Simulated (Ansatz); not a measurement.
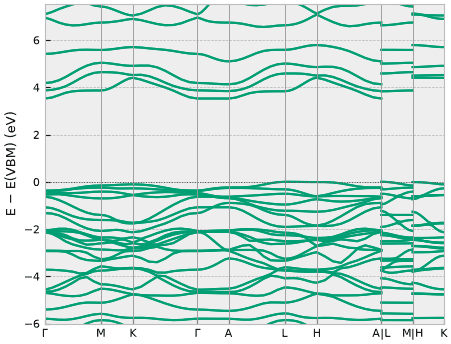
Figure. Band structure from the program Ansatz at the r²SCAN+D4 with spin–orbit coupling level (PAW)

Task: Read off the gap and where the band edges lie.

Result: About 3.5 eV (3.52 eV by a search for the band edges); maximum at L, minimum at A.

The material is TaTlP2O8 in space group P-3m1 (No. 164; Pearson symbol hP12).

The workflow started from a Materials Project entry (that database holds measured and hypothetical structures alike); the Crystallography Open Database copy checked does not list it. Whether it is the stable phase at ambient conditions was not checked. Symmetry was held in the r²SCAN+D4 relaxation; whether a distortion lowers the energy is not shown. No spin polarisation was allowed.

Potentials: the later of the program's two PAW sets.
